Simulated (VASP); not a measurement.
Band structure of CdHg3Te4 (ordered alloy cell). Level of theory: PBEsol GGA, VASP's PBE PAW potentials (set 64) (plane waves; VASP).

Unless said otherwise, spin-orbit coupling is left out, though it shifts the bands of the heavy elements here.

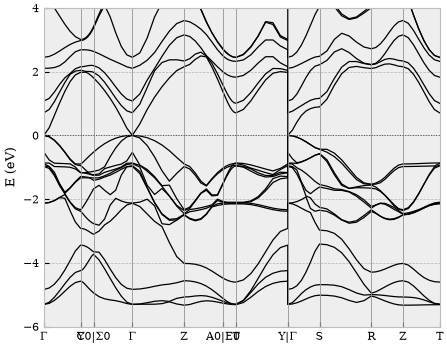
*Bands along high-symmetry lines, zero at the valence-band maximum or, without a gap, the Fermi level*

### Question
Read the plot: is there a gap, and where are the band edges?

### Answer
It has no gap at this level: it comes out as a metal or semimetal. (Edges off the drawn lines would not show.)

The structure was generated: CdHg3Te4 was put into an ordered model structure (Amm2), which need not be its known phase. It was relaxed first.
